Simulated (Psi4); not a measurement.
# WOF4 (SMILES O=[W](F)(F)(F)F): M06-L/def2-SVP (core potential)

What is the vertical ionisation energy of WOF4 at M06-L/def2-SVP (core potential)? 

The calculation is run with Psi4 1.11.

16 further runs of the same task are left out: 13 that didn't finish, 3 set aside as unsound or not needed.

### Step 1. The system as given

WOF4 has 6 atoms, charge 0, and is taken as a singlet. SMILES: `O=[W](F)(F)(F)F`. The shape is that of a PBE0-D4/def2-TZVP optimisation.

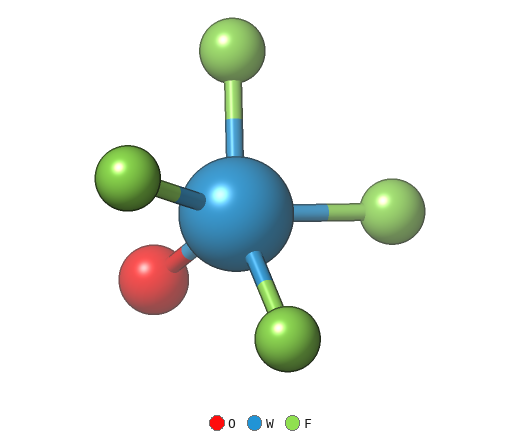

Viewed from a chosen angle; oxygen red, tungsten blue, fluorine green.

### Step 2. Energy and gradient at M06-L/def2-SVP (core potential)

calc.dat reads:

```
memory 2200 mb

molecule molecule1 {
  0 1
  O
  W 1 1.670523
  F 2 1.847651 1 105.12326
  F 2 1.847655 1 105.11785 3 -90.0008
  F 2 1.84766 1 105.12317 4 -89.99942
  F 2 1.847657 1 105.11781 4 -179.99992
  units angstrom
  symmetry c1
  no_reorient
  no_com
}

set globals {
  basis def2-SVP
  puream true
  e_convergence 1e-09
  d_convergence 1e-08
  scf_type pk
  dft_radial_points 99
  dft_spherical_points 590
}

e, wfn = gradient('m06-l', return_wfn=True)
oeprop(wfn, 'QUADRUPOLE', 'LOWDIN_CHARGES', 'MAYER_INDICES', title='M06-L')
print_variables()
```

On the command line:

```bash
psi4 calc.dat calc.out -n 1
```

calc.out:

```text
[...]
    !!!  WARNING: ECP capability is in beta. Please check occupations closely.  !!!
[...]
  Running in c1 symmetry.
[...]
  Nuclear repulsion =  326.344070244008321
[...]
  Multiplicity = 1
[...]
  Nalpha       = 29
  Nbeta        = 29
[...]
    Number of basis functions: 102
[...]
   @RKS iter   1:  -540.68101405978791   -5.96120e-01   1.46115e-02 DIIS/ADIIS
[...]
   @RKS iter  14:  -541.56487416482366   -2.72848e-12   9.81076e-10 DIIS
[...]
  @RKS Final Energy:  -541.56487416482366
   => Energetics <=
    Nuclear Repulsion Energy =            326.3440702440083214
    One-Electron Energy =               -1422.7171139894078351
    Two-Electron Energy =                 612.8454927218756438
    DFT Exchange-Correlation Energy =     -58.0373231412996446
    Empirical Dispersion Energy =           0.0000000000000000
    VV10 Nonlocal Energy =                  0.0000000000000000
    Total Energy =                       -541.5648741648236637
[...]
  -Total Gradient:
     Atom            X                  Y                   Z
    ------   -----------------  -----------------  -----------------
       1        0.000000070694     0.000000162297     0.015400917705
       2       -0.000001431399    -0.000005493646    -0.003654084136
       3        0.000049605822     0.015190647364    -0.003726460147
       4        0.015189692117    -0.000046491838    -0.003727915322
       5       -0.000049301641    -0.015185062170    -0.003725120195
       6       -0.015188610789     0.000046364950    -0.003727583195
[...]
 Multipole Moments:
 ------------------------------------------------------------------------------------
     Multipole            Electronic (a.u.)      Nuclear  (a.u.)        Total (a.u.)
 ------------------------------------------------------------------------------------
 L = 1.  Multiply by 2.5417464519 to convert [e a0] to [Debye]
 Dipole X            :         -0.0000963            0.0000862           -0.0000101
 Dipole Y            :         -0.0001355            0.0001129           -0.0000225
 Dipole Z            :         -3.4355852            3.5985172            0.1629320
 Magnitude           :                                                    0.1629320
 L = 2.  Multiply by 1.3450342976 to convert [e a0^2] to [Debye ang]
 Quadrupole XX       :       -243.1486313          204.5122984          -38.6363329
 Quadrupole XY       :          0.0023960           -0.0023201            0.0000759
[...]
```

Wall time 1.9 min (1 thread of Intel Xeon at 2.50GHz (Skylake/Cascade Lake), shared host); peak memory 1.1 GiB.

### Step 3. The doublet cation at the same level

job.dat reads:

```
memory 2.2 GB

molecule mol {
  1 2
  O
  W 1 R2
  F 2 R3 1 A3
  F 2 R4 1 A4 3 D4
  F 2 R5 1 A5 4 D5
  F 2 R6 1 A6 4 D6

  R2 = 1.670523
  R3 = 1.847651
  A3 = 105.12326
  R4 = 1.847655
  A4 = 105.11785
  D4 = -90.0008
  R5 = 1.84766
  A5 = 105.12317
  D5 = -89.99942
  R6 = 1.847657
  A6 = 105.11781
  D6 = -179.99992
  symmetry c1
  no_reorient
  no_com
}

set reference uks
set puream true
set e_convergence 1e-09
set d_convergence 1e-08
set scf_type pk
set dft_radial_points 99
set dft_spherical_points 590
set maxiter 100

energy_value, wavefunction = gradient('m06-l/def2-SVP', return_wfn=True)
print_variables()
```

On the command line:

```bash
psi4 job.dat job.out -n 1
```

job.out, cut to the lines that bear on the results:

```text
[...]
    !!!  WARNING: ECP capability is in beta. Please check occupations closely.  !!!
[...]
  Running in c1 symmetry.
[...]
  Nuclear repulsion =  326.344070244008321
[...]
  Multiplicity = 2
[...]
  Nalpha       = 29
  Nbeta        = 28
[...]
    Number of basis functions: 102
[...]
   @UKS iter   1:  -540.35084388603002   -2.65949e-01   1.25420e-02 ADIIS/DIIS
[...]
   @UKS iter  25:  -541.06253195552517   -3.75167e-12   9.93427e-09 DIIS
[...]
   @S^2 Observed:                7.628808696E-01
[...]
  @UKS Final Energy:  -541.06253195552517
   => Energetics <=
    Nuclear Repulsion Energy =            326.3440702440083214
    One-Electron Energy =               -1407.2471489865752119
    Two-Electron Energy =                 597.4119159121880784
    DFT Exchange-Correlation Energy =     -57.5713691251464326
    Empirical Dispersion Energy =           0.0000000000000000
    VV10 Nonlocal Energy =                  0.0000000000000000
    Total Energy =                       -541.0625319555251735
[...]
 Multipole Moments:
 ------------------------------------------------------------------------------------
     Multipole            Electronic (a.u.)      Nuclear  (a.u.)        Total (a.u.)
 ------------------------------------------------------------------------------------
 L = 1.  Multiply by 2.5417464519 to convert [e a0] to [Debye]
 Dipole X            :         -0.0000866            0.0000862           -0.0000003
 Dipole Y            :         -0.0001148            0.0001129           -0.0000019
 Dipole Z            :         -4.0229897            3.5985172           -0.4244725
 Magnitude           :                                                    0.4244725
[...]
  -Total Gradient:
     Atom            X                  Y                   Z
    ------   -----------------  -----------------  -----------------
       1       -0.000000020132    -0.000000024811     0.113979519476
       2        0.000000449153    -0.000002071419    -0.129732235741
       3        0.000446405387    -0.000786222066     0.003192182093
       4       -0.000761576746     0.000333138543     0.003191647202
       5       -0.000446640317     0.000789323730     0.003192779032
       6        0.000761393139    -0.000334036389     0.003191536282
[...]
```

Wall time 3.7 min (1 thread of Intel Xeon at 2.50GHz (Skylake/Cascade Lake), shared host); peak memory 1.1 GiB.

### Step 4. Outcome

At M06-L/def2-SVP (core potential):

```
                                          quantity          value
                        singlet WOF4: total energy  -541.56487 Eh
                       singlet WOF4: dipole moment         0.41 D
                         singlet WOF4: HOMO energy      -10.32 eV
                         singlet WOF4: LUMO energy       -4.86 eV
                       singlet WOF4: HOMO–LUMO gap        5.47 eV
                      doublet cation: total energy  -541.06253 Eh
doublet cation: HOMO energy (highest over α and β)      -17.30 eV
 doublet cation: LUMO energy (lowest over α and β)      -16.99 eV
                              doublet cation: ⟨S²⟩          0.763
          doublet cation: largest force on an atom     6.671 eV/Å
vertical ionisation energy (to the doublet cation)      13.669 eV
```

The vertical ionisation energy comes to 13.67 eV (1319 kJ/mol). −ε(HOMO) before ionisation, 10.32 eV, is 3.35 eV below this ionisation energy.
